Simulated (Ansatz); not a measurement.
# C2H4FNOSi: molecular dynamics

The plan is to follow the molecule's vibrations and see whether its bonds hold. The start is relaxed first. Runs: 468 steps of 1 fs at constant energy, with velocities drawn for 300 K. SMILES of the start: O[SiH]1C=C(F)N1.

All numbers below are computed with Ansatz 0.2.0 (RKS r2SCAN/STO-3G).

### 1 The system as given

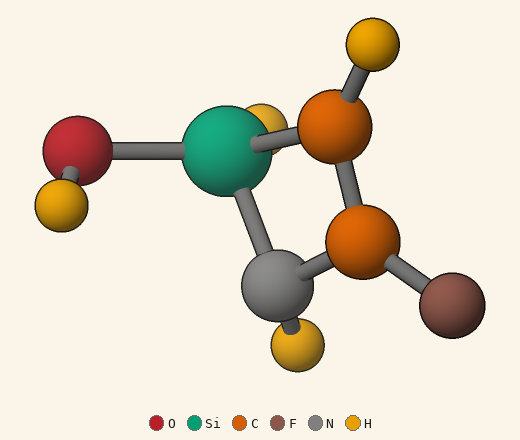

The starting structure, seen from a chosen angle (oxygen red, silicon teal, carbon orange, fluorine brown, nitrogen grey, hydrogen amber).

Structure file:

```xyz
10

O     0.1808   -1.7614    1.3732
Si   -0.4361   -0.2645    0.8620
C     0.7151    0.9571    0.2462
C     0.3873    0.7238   -1.0052
F     0.6008    1.3502   -2.1677
N    -0.4321   -0.3482   -0.8057
H     0.7114   -2.1606    0.7049
H    -1.7325    0.1564    1.3266
H     1.4136    1.7205    0.7173
H    -1.3251   -0.4245   -1.2486
```

### 2 Relaxing the start

input.yaml reads:

```yaml
crystal:
  periodic: [false, false, false]
  atoms:
    - { symbol: O, position_ang: [0.1808, -1.7614, 1.3732] }
    - { symbol: Si, position_ang: [-0.4361, -0.2645, 0.862] }
    - { symbol: C, position_ang: [0.7151, 0.9571, 0.2462] }
    - { symbol: C, position_ang: [0.3873, 0.7238, -1.0052] }
    - { symbol: F, position_ang: [0.6008, 1.3502, -2.1677] }
    - { symbol: "N", position_ang: [-0.4321, -0.3482, -0.8057] }
    - { symbol: H, position_ang: [0.7114, -2.1606, 0.7049] }
    - { symbol: H, position_ang: [-1.7325, 0.1564, 1.3266] }
    - { symbol: H, position_ang: [1.4136, 1.7205, 0.7173] }
    - { symbol: H, position_ang: [-1.3251, -0.4245, -1.2486] }
basis:
  gaussian: { orbitals: STO-3G }
hamiltonian:
  xc: r2scan
relax:
  f_tol: 0.02
  max_steps: 40
scf:
  lower_state_search: "off"
```

Launch:

```sh
$ ansatz run input.yaml --threads 1 --pin off --max-ram 2048MiB --backend cpu --events-out ev --progress --plain --runs-dir out
```

Further steps of the session: The run.

Q: Predict the outcome of this session. Wanted: relaxation of the start; temperature, first and last step; temperature, second half; potential energy, second half; largest change of the total energy; bonds formed or broken.

As calculated:

| quantity | value |
| --- | --- |
| relaxation of the start | 8 moves, 1.975 eV lower |
| length | 468 steps of 1 fs |
| temperature, first and last step | 300 and 134 K |
| temperature, second half | mean 152 K, from 65 to 216 K |
| potential energy, second half | +15 meV/atom from the start |
| largest change of the total energy | 0.22 meV/atom |
| bonds formed or broken | 0 |

The temperature starts at 300 K and averages 152 K in the second half, where it ranges from 65 to 216 K. About half is expected from a start at a minimum: kinetic energy passes into potential energy until both shares match. The total energy strays from its start by at most 0.22 meV/atom, 1.4 % of the mean kinetic energy, which is good for a step of 1 fs. No bond forms or breaks. 468 fs on 10 atoms is far too short and small for converged averages. The nuclei move classically, without zero-point motion, which matters most for hydrogen. In so small a basis the energies are only a sketch.
